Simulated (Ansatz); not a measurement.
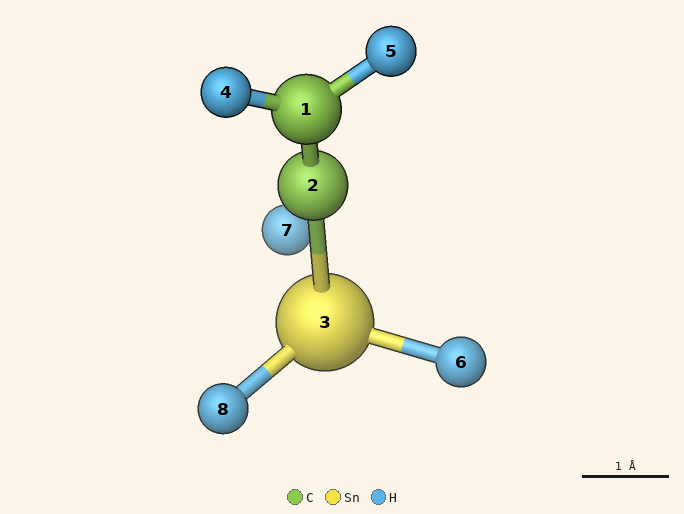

Simulated data, not a measurement (program: Ansatz).

Orthographic view. Distant atoms are faded towards the background colour. Charge +1, singlet. Geometry: moved along internal coordinates away from the minimum.

Write the connection table.

C1: C2, H4, H5
C2: C1, Sn3
Sn3: C2, H6, H8
H4: C1
H5: C1
H6: Sn3
H7: none
H8: Sn3
